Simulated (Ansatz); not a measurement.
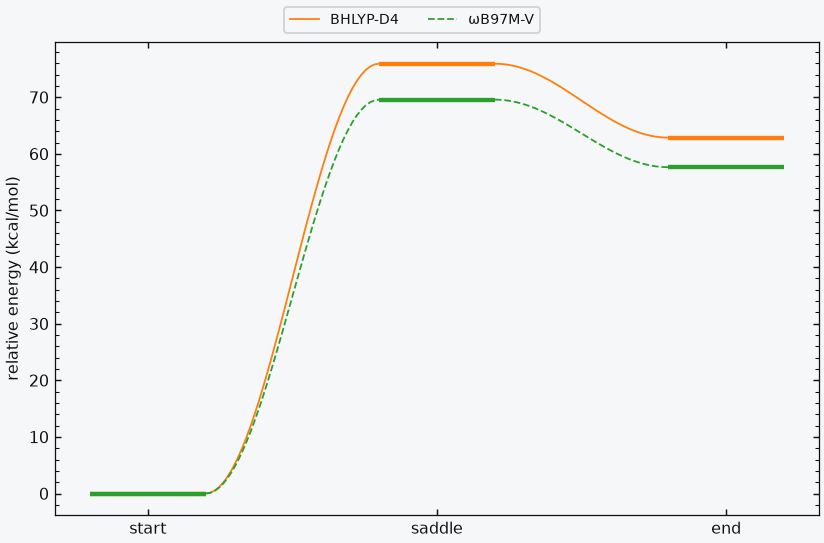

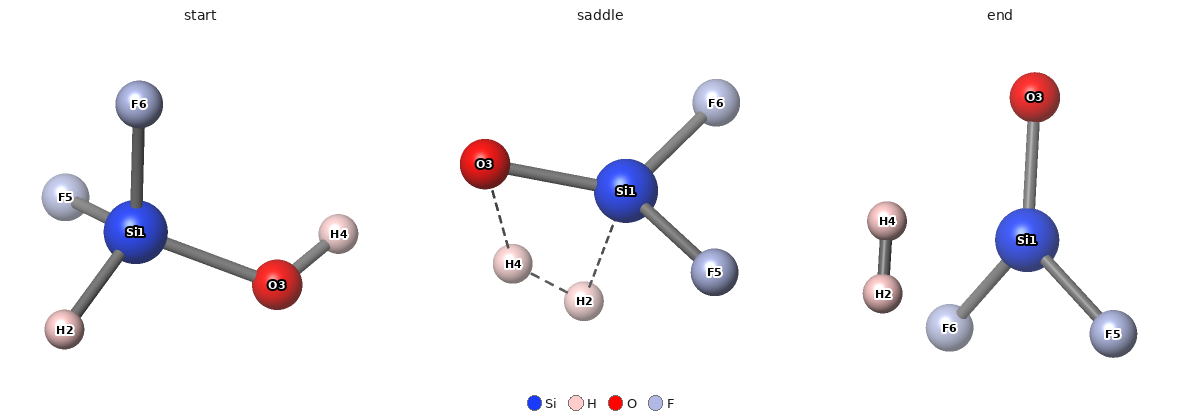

One elementary step of SiH₂OF₂: start, first-order saddle point (changing pairs dashed) and end. Electronic energies at PBE0-D4/def2-TZVP geometries, energies in def2-TZVPP, the Ansatz code 0.2.0; cores frozen in correlated methods, no zero-point terms. Start and end are the structures at the ends of the path (complexes, where there are several molecules). Lines between the levels only guide the eye.

In the step H2–H4 (3.39 → 0.93 → 0.76 Å) forms; Si1–H2 (1.46 → 1.72 → 2.18 Å) and O3–H4 (0.96 → 1.52 → 2.50 Å) break (lengths at start, saddle and end; changes of bond order aren't listed).

Is the step uphill or downhill with BHLYP-D4?

Uphill by 62.9 kcal/mol in electronic energy, over a barrier of 75.9 kcal/mol.

Give the barriers and step energies (kcal/mol).

| level | barrier | reverse barrier | step energy |
| --- | --- | --- | --- |
| BHLYP-D4 | 75.9 | 13.1 | 62.9 |
| ωB97M-V | 69.6 | 11.9 | 57.6 |
